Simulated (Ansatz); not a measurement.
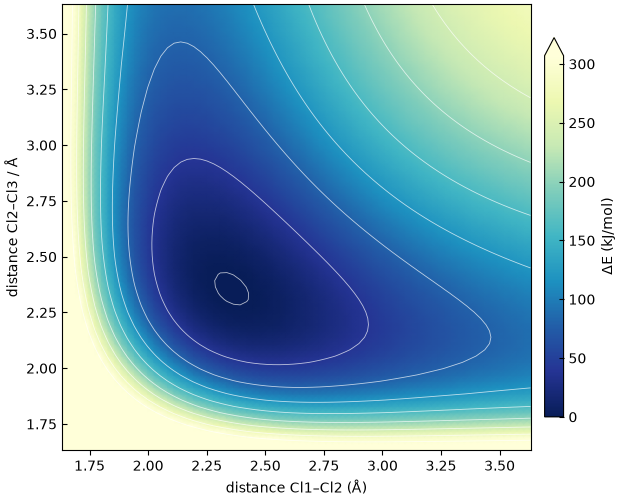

The system Cl⁻ + Cl₂. First axis: distance Cl1–Cl2. Second axis: distance Cl2–Cl3. Nothing is relaxed (the angle Cl1–Cl2–Cl3 is fixed at 180 degrees). The scan uses a 17 × 17 grid; 153 points were computed and 136 follow by symmetry. Points are written as (first, second). All energies are given in kJ/mol relative to the lowest grid point. The reference is spin-restricted, so regions where a bond is pulled apart into radicals lie too high. Level of theory: RKS PBE0-D4/def2-SVPD (Ansatz).

Drawn: a smooth colour map with a few white contour lines, one colour for all values above the top of the scale. Between grid points the surface is interpolated.

The lowest grid point is at (2.315 Å, 2.315 Å). No other kind of well shows on this grid. The highest grid point, (1.632 Å, 1.632 Å), lies 1262 kJ/mol above the lowest. Round the minimum the valley is somewhat tilted: raising distance Cl1–Cl2 shifts the best value of distance Cl2–Cl3 downwards (coupling k₁₂/√(k₁₁k₂₂) about 0.4).

The level of theory is changed to RKS PBE0-D4/def2-TZVPD (Ansatz); with it change the reference geometry, relaxed at the new level; the new grid has 17 × 17 points, laid about the new relaxed structure.

Q: What does this change do to the map?

A: The minimum (interpolated where it lies between grid points) moves from about (2.354 Å, 2.354 Å) to about (2.293 Å, 2.293 Å). The curvature at the minimum changes by less than a tenth (about 6) eV/Å² along distance Cl1–Cl2 and by less than a tenth (about 6) eV/Å² along distance Cl2–Cl3.

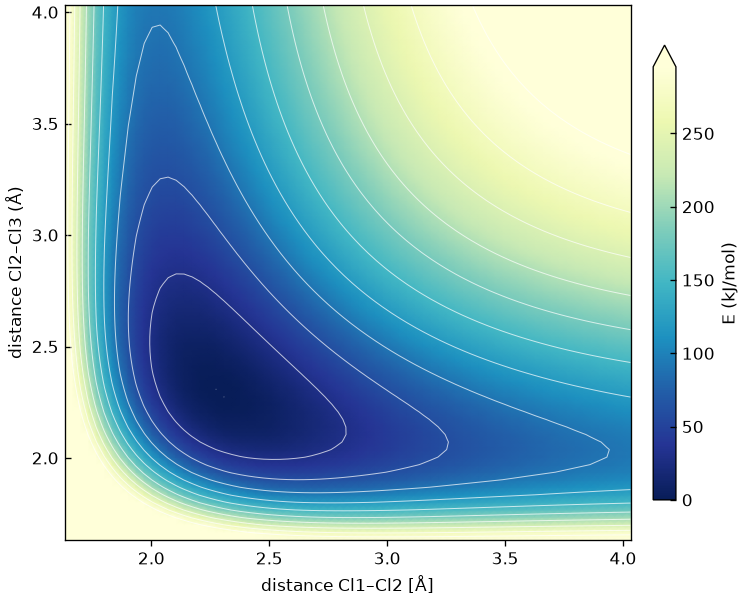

The map after the change, on a colour scale of its own. In the figure: a smooth colour map with a few white contour lines, one colour for all values above the top of the scale. Between grid points the surface is interpolated.
